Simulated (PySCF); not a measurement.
# C6H7F3P2 (SMILES C#CCP(CP)C(F)=C(F)F): what the fields show

```xyz
18

C    -2.9880   -1.9773    0.1203
C    -2.3254   -1.0284   -0.1866
C    -1.4985    0.0971   -0.5490
P    -0.0425    0.2061    0.6301
C     0.8899   -1.2770    0.0267
P     2.4720   -1.5738    0.9749
C     0.8841    1.4867   -0.3230
F     1.8923    1.1348   -1.1415
C     0.5949    2.7709   -0.1546
F     1.1569    3.8180   -0.7355
F    -0.3925    3.1458    0.6526
H    -3.5908   -2.7963    0.3772
H    -1.1393   -0.0126   -1.5782
H    -2.0724    1.0241   -0.4561
H     0.2440   -2.1487    0.1782
H     1.1145   -1.2059   -1.0422
H     2.9053   -0.2460    0.9626
H     1.8867   -1.4112    2.2323
```

Geometry: GFN2-xTB.

Method: PySCF, PBE0/pcSseg-1, SCF density, gas phase, non-relativistic.

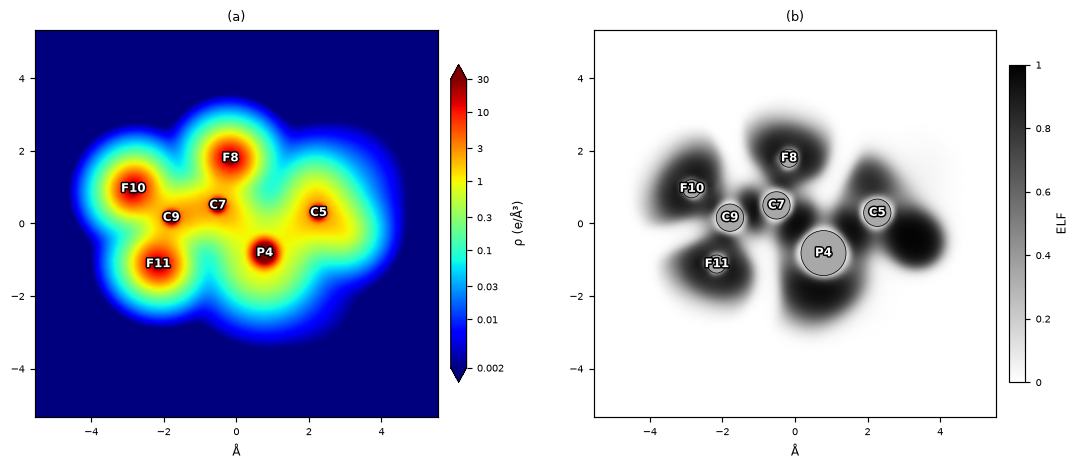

Figure 1. (a) total electron density; (b) ELF on the plane of atoms C5, P4 and C7. Grey discs cover the atomic cores in the ELF map.

What does the map show?

Atoms in the plane: P, C and F.
C–F (1.32 Å): ρ is about 2.4 e/Å³ halfway; the ELF peaks at about 0.85 between the atoms, as expected for a shared but strongly polarised pair.
C–P (1.85 Å): ρ is about 1.1 e/Å³ halfway; the ELF peaks at about 0.95 between the atoms (localised, covalent bonding).
C–C (1.33 Å): ρ is about 2.3 e/Å³ halfway; the ELF peaks at about 0.95 between the atoms: a short, multiple covalent bond.
The ELF also peaks beside P4, F11, F10 and F8, away from the bonds: lone-pair regions.

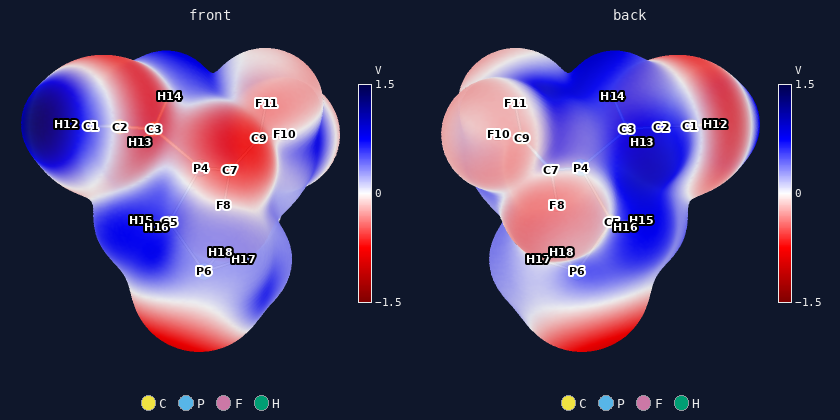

Figure 2. The electrostatic potential painted on the density surface at 0.001 e/bohr³, seen from the front and from behind; red is negative and blue positive.

Describe the electrostatic potential map.

The most negative region (about −0.8 V) lies over P6, the most positive (about +1.3 V) over H12.
